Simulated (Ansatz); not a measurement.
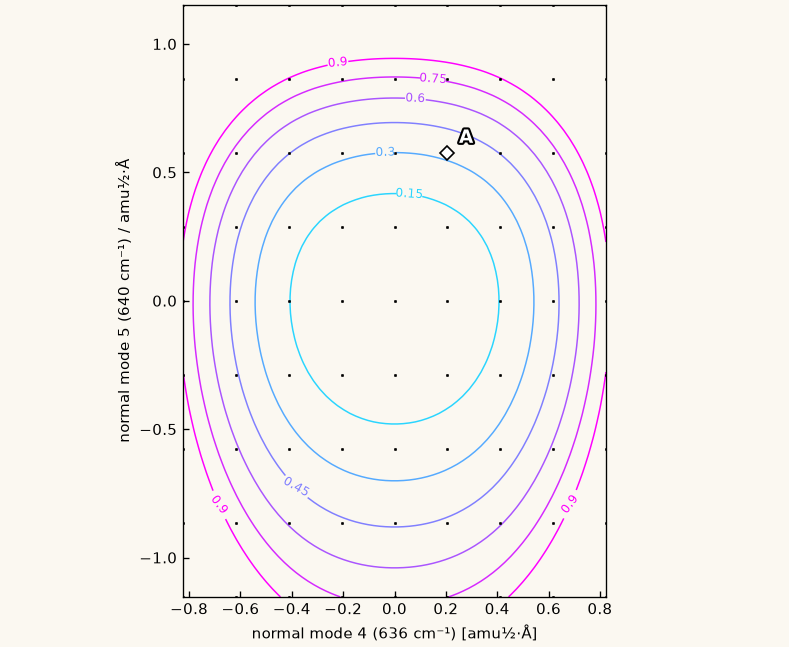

C₂H₄Ge, SMILES [CH]1=[CH][GeH2]1. First axis: normal mode 4 (636 cm⁻¹). Second axis: normal mode 5 (640 cm⁻¹). Nothing is relaxed (straight displacements along the two mass-weighted modes). The grid has 9 × 9 points; 45 points were computed and 36 follow by symmetry. Points are written as (first, second). Energies are in eV, from the lowest grid point. The restricted reference is unstable at some or all points, so the energies there are unreliable. Theory: RHF-MP2, frozen core/def2-TZVP (Ansatz).

The picture shows contour lines labelled in eV (none above 0.9), dots at the grid points, the point A. Between grid points the surface is interpolated.

Q: Is A at rest? If not, where is it pushed?

A: A, at (0.206 amu½·Å, 0.577 amu½·Å), is not a stationary point. The computed force is 0.35 eV for each amu½·Å towards smaller values of normal mode 4 (636 cm⁻¹) and 1.1 eV for each amu½·Å towards smaller values of normal mode 5 (640 cm⁻¹).
